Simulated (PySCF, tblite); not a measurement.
# C4H11AlS2: geometry, infrared bands and NMR shifts

Wanted: the infrared bands and NMR shifts of C4H11AlS2 (`CC(=S)C[S@@+](C)[AlH3-]`), by calculation.

Programs: tblite 0.8.0 and PySCF 2.14.0, with density-fitted response routines of our own. Each step states its level of theory. These are calculated values for one molecule in the gas phase, unless marked as measured. Atoms are numbered from 0 throughout.

### 1 Starting geometry

18 atoms, charge 0, multiplicity 1; geometry from: force field or distance geometry start.

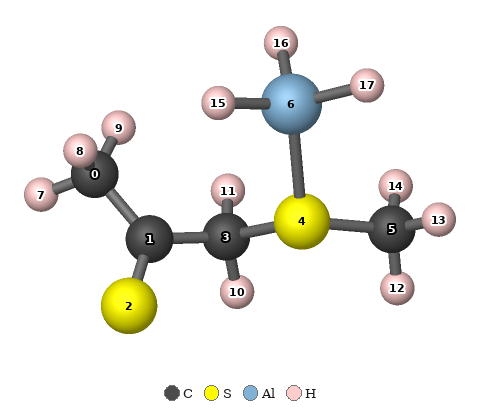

The starting geometry (carbon dark grey, sulfur yellow, aluminium light blue, hydrogen pink), atoms numbered; sticks join atoms by distance.

### 2 Optimising the geometry with GFN2-xTB

What the job is given:

```
{"job": {"kind": "relax", "xc": "GFN2-xTB", "basis": "xTB"}, "charge": 0, "multiplicity": 1}
C     -2.424600     0.391900    -0.831200
C     -1.807200     0.245300     0.517200
S     -2.305600     1.005000     1.636700
C     -0.675800    -0.731000     0.737500
S      0.876700     0.117000     0.954300
C      2.143700    -1.042400     1.389300
Al     1.450200     1.158100    -0.951500
H     -3.499900     0.114000    -0.783800
H     -2.342900     1.445500    -1.170600
H     -1.934700    -0.250500    -1.577300
H     -0.875500    -1.361600     1.644800
H     -0.585700    -1.433300    -0.115800
H      1.868200    -1.544000     2.351300
H      3.114500    -0.505700     1.523100
H      2.253700    -1.791800     0.591600
H      0.453500     2.381700    -1.183000
H      1.332500     0.128800    -2.159100
H      2.950000     1.679300    -0.831900
```

Run with:

```sh
OMP_NUM_THREADS=1 python probes_run.py task.json out
```

One launch serves the whole session: the jobs run in the order shown.

Log:

```text
step      E/eV     max force
  0    -589.31928   13.024
  1    -590.10132    6.141
  2    -590.58233    3.380
  3    -590.82482    2.446
  4    -590.90170    0.887
  5    -590.95046    0.515
  6    -590.98743    0.430
  7    -590.99819    0.307
  8    -591.01102    0.255
  9    -591.01962    0.259
 10    -591.02742    0.244
 11    -591.03353    0.194
 12    -591.04100    0.239
 13    -591.05014    0.342
 14    -591.06070    0.414
 15    -591.07077    0.366
 16    -591.07896    0.221
 17    -591.08455    0.179
 18    -591.08863    0.225
 19    -591.09320    0.244
 20    -591.09884    0.181
 21    -591.10476    0.248
 22    -591.11055    0.215
 23    -591.11730    0.324
 24    -591.12566    0.337
 25    -591.13445    0.222
 26    -591.14151    0.199
 27    -591.14604    0.141
 28    -591.14964    0.161
 29    -591.15366    0.159
 30    -591.15766    0.171
 31    -591.16070    0.114
 32    -591.16286    0.112
 33    -591.16495    0.106
 34    -591.16757    0.120
 35    -591.17055    0.129
 36    -591.17328    0.124
 37    -591.17552    0.109
 38    -591.17765    0.098
 39    -591.18016    0.117
 40    -591.18289    0.138
 41    -591.18524    0.160
 42    -591.18700    0.099
 43    -591.18845    0.092
 44    -591.19007    0.111
 45    -591.19231    0.133
 46    -591.19508    0.142
 47    -591.19809    0.124
 48    -591.20113    0.163
 49    -591.20416    0.160
 50    -591.20731    0.147
 51    -591.21079    0.168
 52    -591.21437    0.164
 53    -591.21757    0.192
 54    -591.22004    0.137
 55    -591.22185    0.095
 56    -591.22331    0.085
 57    -591.22475    0.138
 58    -591.22650    0.159
 59    -591.22901    0.133
 60    -591.23352    0.157
 61    -591.23780    0.158
 62    -591.24344    0.208
 63    -591.24835    0.196
 64    -591.25153    0.184
 65    -591.25350    0.151
 66    -591.25576    0.123
 67    -591.25930    0.121
 68    -591.26245    0.115
 69    -591.26525    0.141
 70    -591.26745    0.147
 71    -591.26980    0.128
 72    -591.27195    0.121
 73    -591.27372    0.095
 74    -591.27538    0.104
 75    -591.27742    0.128
 76    -591.28016    0.134
 77    -591.28338    0.133
 78    -591.28608    0.132
 79    -591.28737    0.146
 80    -591.28908    0.119
 81    -591.29055    0.088
 82    -591.29455    0.101
 83    -591.29647    0.108
 84    -591.29828    0.123
 85    -591.29927    0.090
 86    -591.30017    0.049
 87    -591.30082    0.053
 88    -591.30144    0.050
 89    -591.30208    0.059
 90    -591.30272    0.077
 91    -591.30309    0.131
 92    -591.30407    0.068
 93    -591.30518    0.097
 94    -591.30674    0.121
 95    -591.30786    0.078
 96    -591.30853    0.060
 97    -591.30942    0.060
 98    -591.31017    0.088
 99    -591.31119    0.135
100    -591.31241    0.162
101    -591.31429    0.166
102    -591.31693    0.148
103    -591.31997    0.101
104    -591.32222    0.140
105    -591.32330    0.093
106    -591.32435    0.088
107    -591.32572    0.122
108    -591.32770    0.134
109    -591.32916    0.084
110    -591.33029    0.076
111    -591.33132    0.077
112    -591.33251    0.116
113    -591.33420    0.137
114    -591.33552    0.089
115    -591.33620    0.076
116    -591.33682    0.045
117    -591.33714    0.041
118    -591.33746    0.028
119    -591.33764    0.021
120    -591.33780    0.021
121    -591.33789    0.027
122    -591.33797    0.019
123    -591.33805    0.021
124    -591.33814    0.023
125    -591.33825    0.023
126    -591.33833    0.021
127    -591.33843    0.022
128    -591.33853    0.023
129    -591.33869    0.029
130    -591.33890    0.037
131    -591.33913    0.036
132    -591.33932    0.027
133    -591.33946    0.021
134    -591.33954    0.019
135    -591.33961    0.018
136    -591.33965    0.016
137    -591.33968    0.012
138    -591.33970    0.009
```

Run time: 3.8 s. Hardware: 1 thread of Intel Xeon at 2.50GHz, shared host; peak memory 0.18 GiB.

Along the way: (not every step is listed)

| step | energy from step 0 (eV) | largest force (eV/Å) |
| --- | --- | --- |
| 0 | 0.0000 | 13.0238 |
| 1 | -0.7820 | 6.1406 |
| 2 | -1.2630 | 3.3804 |
| 3 | -1.5055 | 2.4459 |
| 4 | -1.5824 | 0.8872 |
| 5 | -1.6312 | 0.5147 |
| 6 | -1.6681 | 0.4297 |
| 7 | -1.6789 | 0.3073 |
| 8 | -1.6917 | 0.2554 |
| 20 | -1.7796 | 0.1811 |
| 32 | -1.8436 | 0.1115 |
| 44 | -1.8708 | 0.1111 |
| 56 | -1.9040 | 0.0854 |
| 68 | -1.9432 | 0.1154 |
| 80 | -1.9698 | 0.1192 |
| 92 | -1.9848 | 0.0683 |
| 104 | -2.0029 | 0.1398 |
| 116 | -2.0175 | 0.0452 |
| 128 | -2.0192 | 0.0233 |
| 133 | -2.0202 | 0.0206 |
| 134 | -2.0203 | 0.0190 |
| 135 | -2.0203 | 0.0178 |
| 136 | -2.0204 | 0.0158 |
| 137 | -2.0204 | 0.0119 |
| 138 | -2.0204 | 0.0093 |

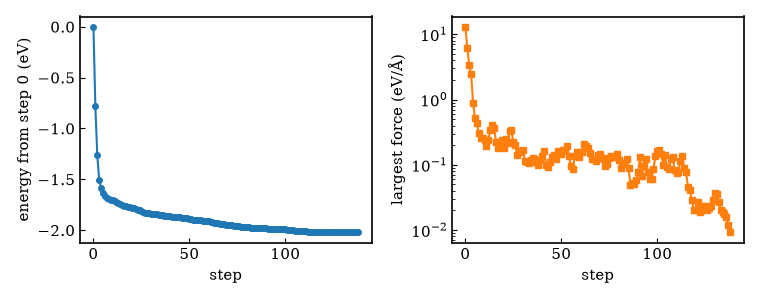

Energy and force, step by step.

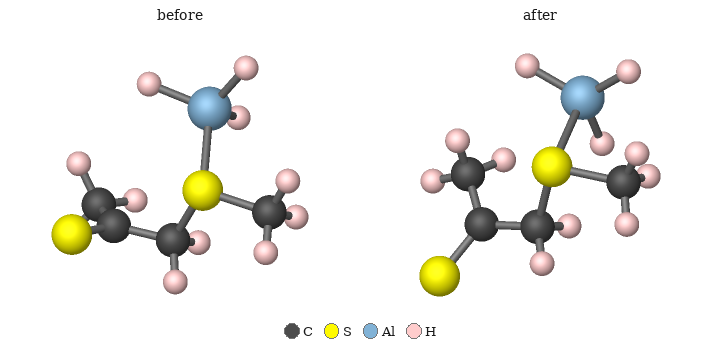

The geometry before (left) and after (right).

Close pairs (by a distance rule), those that changed most:

| bond | before (Å) | after (Å) | change (Å) |
| --- | --- | --- | --- |
| S4–Al6 | 2.246 | 2.477 | +0.231 |
| C1–S2 | 1.442 | 1.625 | +0.183 |
| C3–S4 | 1.782 | 1.843 | +0.061 |
| Al6–H15 | 1.595 | 1.560 | -0.035 |
| S4–C5 | 1.772 | 1.807 | +0.035 |
| C5–H12 | 1.119 | 1.086 | -0.033 |
| C3–H10 | 1.123 | 1.090 | -0.033 |
| C5–H13 | 1.117 | 1.086 | -0.031 |

The end geometry stands in the next job.

### 3 Harmonic vibrations with GFN2-xTB

What the job is given:

```
{"job": {"kind": "ir", "xc": "GFN2-xTB", "basis": "xTB"}, "charge": 0, "multiplicity": 1}
C     -2.037365     0.731154    -0.648970
C     -1.987812    -0.118360     0.561706
S     -3.288764    -0.417706     1.487593
C     -0.677020    -0.734780     0.900795
S      0.679150     0.505536     1.038410
C      2.048059    -0.655131     1.245587
Al     1.326515     0.781086    -1.336710
H     -3.060976     0.878081    -0.983009
H     -1.604053     1.710081    -0.420057
H     -1.430287     0.299482    -1.451695
H     -0.727996    -1.262657     1.853310
H     -0.378570    -1.420978     0.099712
H      1.812616    -1.345168     2.050432
H      2.925802    -0.069898     1.503381
H      2.222982    -1.188378     0.307359
H      0.506710     2.063919    -1.675886
H      0.800219    -0.661897    -1.728761
H      2.862030     0.911931    -1.061508
```

Log:

```text
mode    cm-1     km/mol
  1      42.1      5.67
  2      82.1      1.10
  3     124.5      0.17
  4     151.7      3.30
  5     170.4      0.05
  6     173.6      3.75
  7     192.1      0.19
  8     229.0      0.44
  9     267.3      2.72
 10     274.8      5.56
 11     338.8      3.63
 12     376.4      1.17
 13     447.6      0.90
 14     484.5      9.27
 15     528.2     20.62
 16     698.9     12.50
 17     724.0     63.93
 18     758.0    335.81
 19     775.3    524.37
 20     782.5     31.33
 21     803.1    414.39
 22     853.4      4.30
 23     940.9      8.26
 24     947.5      0.59
 25     970.4     10.29
 26     987.8      2.69
 27    1079.0     13.04
 28    1193.6     21.75
 29    1215.9     50.19
 30    1288.3    101.98
 31    1316.6      1.76
 32    1365.6     38.04
 33    1398.6     13.02
 34    1416.6      7.80
 35    1427.3     14.34
 36    1428.5     10.36
 37    1432.8     19.53
 38    1583.7    251.93
 39    1691.4    246.29
 40    1709.1    299.24
 41    2891.7      4.24
 42    2930.8      1.82
 43    2934.9      4.07
 44    2951.4      8.26
 45    2990.6      5.32
 46    3036.9      2.58
 47    3050.2      1.85
 48    3053.3      8.88
```

Run time: 2.4 s. Hardware: 1 thread of Intel Xeon at 2.50GHz, shared host; peak memory 0.18 GiB.

The strongest bands and the atoms that carry them (share of the mass-weighted mode):

| cm⁻¹ | km/mol | atoms |
| --- | --- | --- |
| 724 | 63.9 | C5 46 %, S4 28 % |
| 758 | 335.8 | H15 35 %, H16 34 % |
| 775 | 524.4 | H16 55 %, H17 26 % |
| 803 | 414.4 | H15 42 %, H17 41 % |
| 1288 | 102.0 | C1 54 %, H10 18 % |
| 1584 | 251.9 | H16 96 % |
| 1691 | 246.3 | H17 95 % |
| 1709 | 299.2 | H15 94 % |

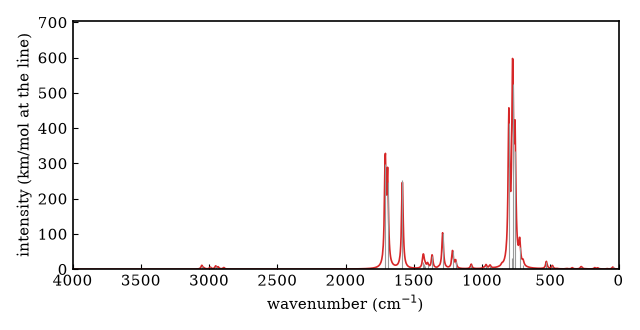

The infrared spectrum from these modes, unscaled. Lines are broadened to a width of 14 cm⁻¹ (Lorentzian).

### 4 Shielding tensors: PBE0/pcSseg-1

Settings changed since step 3:

```diff
@@ -1,2 +1,2 @@
-{"job": {"kind": "ir", "xc": "GFN2-xTB", "basis": "xTB"}, "charge": 0, "multiplicity": 1}
+{"job": {"kind": "nmr", "xc": "PBE0", "basis": "pcSseg-1"}, "charge": 0, "multiplicity": 1}
 C     -2.037365     0.731154    -0.648970
```

Level: GIAO PBE0/pcSseg-1 NMR shielding, non-relativistic, gas phase.

Log:

```text
coarse grid: 16040 points
cycle   1  E = -1197.0703617753  dE =  5.195e-01  |g| = 3.786e-01  |ddm| = 3.839e+00
cycle   2  E = -1197.0149489025  dE =  5.541e-02  |g| = 6.102e-01  |ddm| = 1.130e+00
cycle   3  E = -1197.1099879560  dE = -9.504e-02  |g| = 1.397e-01  |ddm| = 8.129e-01
cycle   4  E = -1197.1148934946  dE = -4.906e-03  |g| = 4.046e-02  |ddm| = 1.859e-01
cycle   5  E = -1197.1153247873  dE = -4.313e-04  |g| = 6.397e-03  |ddm| = 5.463e-02
cycle   6  E = -1197.1153348775  dE = -1.009e-05  |g| = 2.311e-03  |ddm| = 1.177e-02
cycle   7  E = -1197.1153361633  dE = -1.286e-06  |g| = 5.830e-04  |ddm| = 3.384e-03
final grid: 139312 points
cycle   8  E = -1197.1629660033  dE = -4.981e-05  |g| = 1.059e-02  |ddm| = 4.830e-02
cycle   9  E = -1197.1629048631  dE =  6.114e-05  |g| = 1.821e-02  |ddm| = 2.795e-02
cycle  10  E = -1197.1629916995  dE = -8.684e-05  |g| = 3.203e-03  |ddm| = 2.208e-02
cycle  11  E = -1197.1629944366  dE = -2.737e-06  |g| = 3.389e-04  |ddm| = 3.681e-03
cycle  12  E = -1197.1629944650  dE = -2.846e-08  |g| = 1.122e-04  |ddm| = 5.808e-04
cycle  13  E = -1197.1629944682  dE = -3.130e-09  |g| = 3.419e-05  |ddm| = 1.572e-04
cycle  14  E = -1197.1629944685  dE = -3.097e-10  |g| = 6.189e-06  |ddm| = 4.175e-05
converged SCF energy = -1197.1629944685

GIAO shielding tensors (ppm)
atom      isotropic    diamagn.    paramagn.     s11        s22        s33       span
  0 C      139.594     249.608    -110.014    113.640    134.990    170.150     56.509
  1 C      -80.102     258.817    -338.919   -256.054   -127.366    143.114    399.167
  2 S     -581.399    1055.386   -1636.786  -1865.606   -406.476    527.883   2393.489
  3 C      119.437     255.380    -135.943     99.475    119.695    139.141     39.666
  4 S      567.486    1059.732    -492.246    425.436    502.990    774.032    348.596
  5 C      159.244     252.900     -93.655    143.055    152.573    182.105     39.049
  6 Al     395.497     795.415    -399.919    378.045    390.725    417.719     39.674
  7 H       28.248      29.093      -0.845     24.405     28.148     32.190      7.785
  8 H       28.553      29.964      -1.411     24.512     30.012     31.135      6.623
  9 H       27.684      30.382      -2.698     23.020     29.540     30.492      7.472
 10 H       27.597      33.171      -5.574     22.687     26.110     33.994     11.306
 11 H       27.595      32.806      -5.210     25.548     26.942     30.296      4.747
 12 H       29.629      30.078      -0.449     23.831     27.328     37.726     13.895
 13 H       29.277      29.694      -0.417     24.778     25.569     37.484     12.706
 14 H       28.888      30.784      -1.896     23.752     28.459     34.454     10.702
 15 H       27.115      29.818      -2.703     23.593     26.303     31.447      7.854
 16 H       27.363      30.527      -3.165     24.989     26.824     30.276      5.287
 17 H       27.510      30.165      -2.655     23.742     26.886     31.901      8.159
```

Run time: 2 min. Hardware: 1 thread of Intel Xeon at 2.50GHz, shared host; peak memory 0.88 GiB.

The references, computed at this level on geometries of the same kind, shield at (ppm): 1H TMS 31.72, 13C TMS 186.9, 33S CS2 504, 27Al AlH4- 490.0. Their shielding less the atom's gives the shift. The references are single molecules in the gas phase. Shifts against hydride references such as AlH4− lie on their own scale. Atoms listed in one row are averaged.

| atoms | environment | σ (ppm) | δ (ppm) |
| --- | --- | --- | --- |
| C1 | thiocarbonyl carbon | -80.1 | 267.0 |
| C3 | sp3 CH2 bonded to S | 119.4 | 67.5 |
| C0 | methyl carbon | 139.6 | 47.3 |
| C5 | methyl carbon bonded to S | 159.2 | 27.7 |
| H15, H16, H17 | hydrogen on an aluminium bonded to S | 27.33 | 4.39 |
| H11 | hydrogen on an sp3 CH2 bonded to S | 27.60 | 4.12 |
| H10 | hydrogen on an sp3 CH2 bonded to S | 27.60 | 4.12 |
| H7, H8, H9 | hydrogen on a methyl carbon | 28.16 | 3.56 |
| H12, H13, H14 | hydrogen on a methyl carbon bonded to S | 29.26 | 2.45 |
| S2 | thione sulfur | -581 | 1085 |
| S4 | sulfur bonded to 2 C, Al | 567 | -64 |
| Al6 | aluminium bonded to S, 3 H | 395.5 | 94.5 |

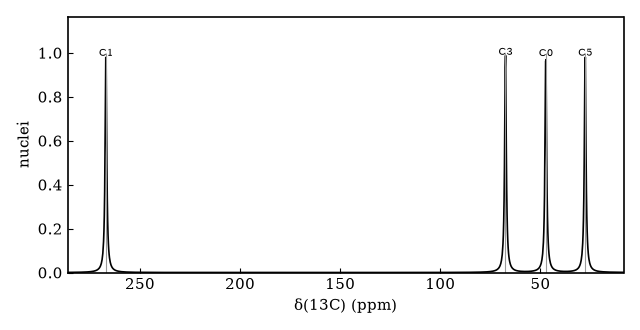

13C lines at the computed shifts, without couplings. Lines are broadened to a width of 0.96 ppm (Lorentzian).

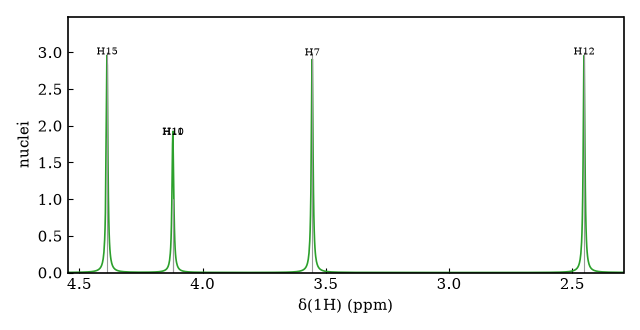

1H lines at the computed shifts, without couplings. Lines are broadened to a width of 0.01 ppm (Lorentzian).

Charges from the same density, by scheme (e):

| atoms | Mulliken | IAO | Hirshfeld | ESP fit |
| --- | --- | --- | --- | --- |
| C0 | -0.18 | -0.43 | -0.12 | -0.21 |
| C1 | -0.38 | -0.02 | 0.06 | 0.11 |
| S2 | -0.01 | -0.06 | -0.10 | -0.19 |
| C3 | -0.23 | -0.34 | -0.07 | -0.15 |
| S4 | -0.06 | 0.27 | 0.17 | -0.02 |
| C5 | -0.37 | -0.49 | -0.10 | -0.47 |
| Al6 | 0.58 | 0.36 | 0.28 | 0.73 |

IAO charges:

C0 -0.43; C1 -0.02; S2 -0.06; C3 -0.34; S4 0.27; C5 -0.49; Al6 0.36; H7 0.17; H8 0.18; H9 0.17; H10 0.17; H11 0.18; H12 0.17; H13 0.19; H14 0.17; H15 -0.22; H16 -0.24; H17 -0.22

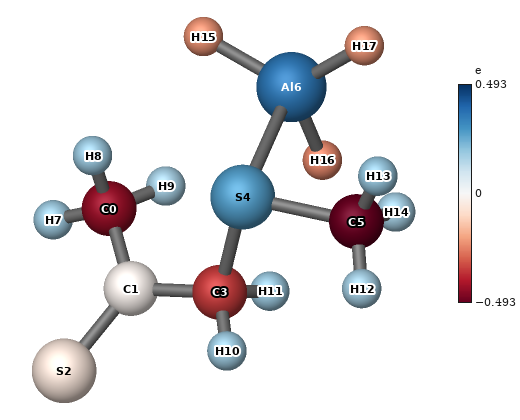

IAO charges, as colours on the atoms.

Mayer bond orders: C0–C1 1.01, C1–S2 1.93, C1–C3 0.99, C3–S4 0.93, S4–C5 0.97, S4–Al6 0.32.

Orbitals, density, ELF and potential are computed afterwards from the orbital file.

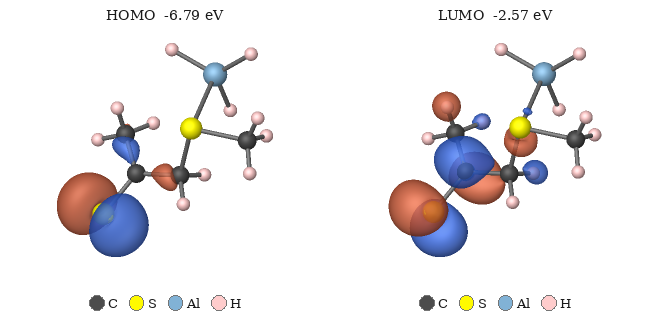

PBE0/pcSseg-1 orbitals near the gap, drawn at the value that encloses 70 % of each; the two colours are the two signs.

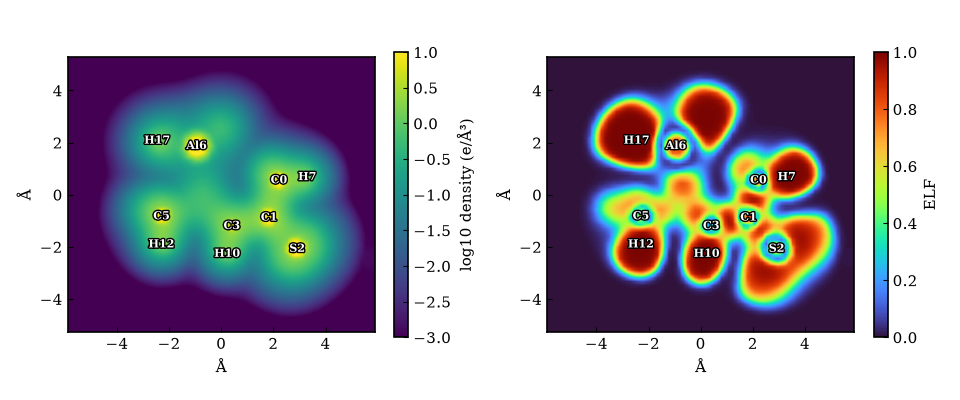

Density (left) and ELF (right) in a plane through or near 10 of the atoms.

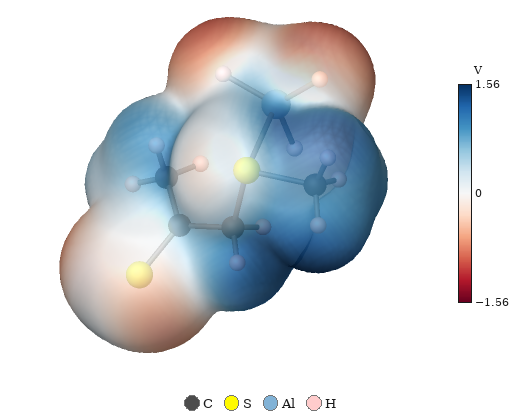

The potential that a unit positive charge feels on the 0.002 e/bohr³ surface, from the 1st to the 99th percentile, from -0.87 to 1.56 V.

### 5 Results

| quantity | value |
| --- | --- |
| strongest single infrared mode (GFN2-xTB) | 775 cm⁻¹, 524 km/mol |
| zero-point energy (GFN2-xTB) | 80.8 kcal/mol |
| 13C shifts against TMS (PBE0/pcSseg-1) | 267.0, 67.5, 47.3, 27.7 ppm |
| 1H shifts against TMS (PBE0/pcSseg-1, means over atoms taken as alike) | 4.39, 4.12, 4.12, 3.56, 2.45 ppm |
| 33S shifts against CS2 (PBE0/pcSseg-1) | 1085, -64 ppm |
| 27Al shifts against AlH4- (PBE0/pcSseg-1) | 94.5 ppm |
| surface potential, 1st and 99th percentile | -0.87 V and 1.56 V |

Relaxing lowered the energy by 2.020 eV in 138 steps; the close pair that moved most is S4–Al6, from 2.246 to 2.477 Å. All 48 modes are real, so the xTB geometry is a minimum. The strongest single mode, at 775 cm⁻¹, moves mainly H16. Unscaled tight-binding wavenumbers are off by several per cent, some by more. Its intensities can rank the bands wrongly. C1 (thiocarbonyl carbon) lies farthest downfield among carbon, at 267.0 ppm; the small n→π* gap of C=S deshields it strongly. At PBE0/pcSseg-1: The largest span, 2393 ppm, is at S2, where the paramagnetic term is -1637 ppm. By nearest atom (PBE0/pcSseg-1), the HOMO sits on S2 82 % and the LUMO on S2 40 %; C1 39 %.
